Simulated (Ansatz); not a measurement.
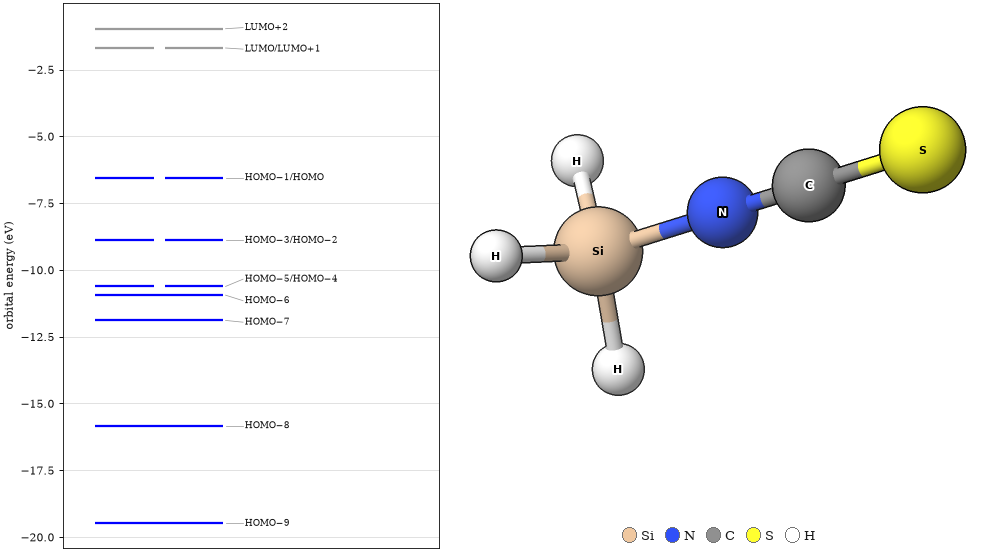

CH₃NSSi, SMILES [SiH3]N=C=S. Kohn-Sham orbital energies near the frontier, LDA (SPW92)/def2-TZVPP with the Ansatz code, at a PBE0-D4/def2-TZVP geometry (a minimum by its frequencies), isolated molecule; empty levels in grey, levels within 0.03 eV side by side.

> Where do the frontier orbitals lie?

HOMO at −6.55 eV, LUMO at −1.69 eV, 4.85 eV apart.

> List the levels.

```
orbital  energy (eV)
 LUMO+2        −0.97
 LUMO+1        −1.69
   LUMO        −1.69
   HOMO        −6.55
 HOMO−1        −6.55
 HOMO−2        −8.90
 HOMO−3        −8.90
 HOMO−4       −10.62
 HOMO−5       −10.62
 HOMO−6       −10.95
 HOMO−7       −11.89
 HOMO−8       −15.83
 HOMO−9       −19.49
```

Caveats: empty levels above zero depend strongly on the basis.
